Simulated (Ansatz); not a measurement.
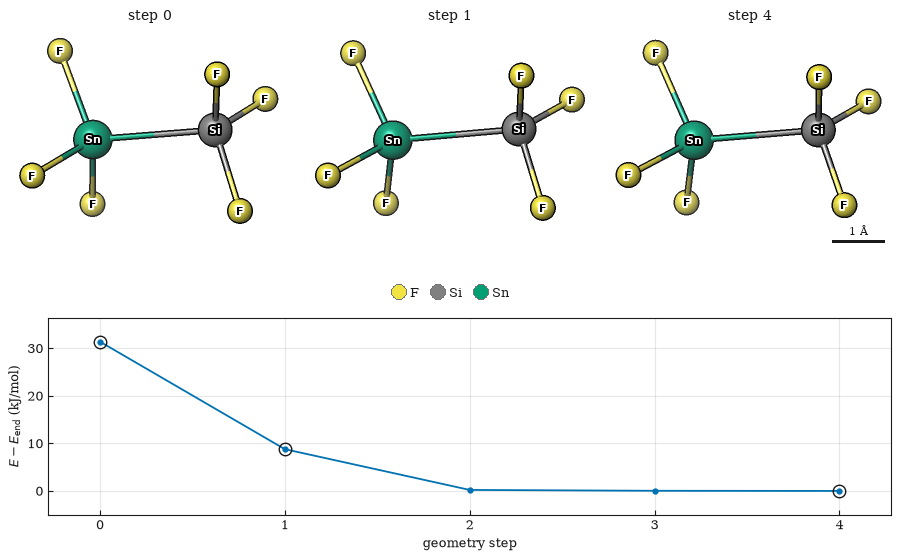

Frames of a relaxation of SnSiF$_{6}$ (coarse preliminary run), marked on the history of the run. A ball-and-stick model, seen at a tilt.

The start comes from a force field.

The calculation used Ansatz 0.2.0, RKS PBE-D4/def2-SVP. Settings: force threshold 0.03 eV/Å; at most 200 steps.

### What happens along the run?

Over 4 geometry steps the energy falls by 31.4 kJ/mol. Largest force component: 2.4 eV/Å at the start, 0.011 eV/Å at the end. The atom that moves furthest after the best rigid fit is an F atom (0.14 Å). Largest moves by element: F 0.14 Å, Si 0.07 Å, Sn 0.04 Å. Some distances before and after: F–Si 1.718 → 1.611 Å, F–Si 1.674 → 1.611 Å, Si–Sn 2.531 → 2.573 Å, F–Sn 1.908 → 1.942 Å. Among the angles between lasting bonds that change: F–Sn–F 110.2° → 105.3°, Si–Sn–F 108.8° → 113.2°, F–Sn–F 109.2° → 105.3°. Cost: 7.5 s on 4 threads of Arm Neoverse V2 (shared host). From step 0 to 1: F atoms move most (0.15 Å), energy −22.6 kJ/mol. From step 1 to 4: an F atom moves most (0.08 Å), energy −8.79 kJ/mol.

| step | E − E(0), kJ/mol | largest force component, eV/Å |
| --- | --- | --- |
| 0 | 0.00 | 2.4488 |
| 1 | -22.61 | 1.4225 |
| 2 | -31.19 | 0.0845 |
| 3 | -31.37 | 0.0883 |
| 4 | -31.40 | 0.0111 |
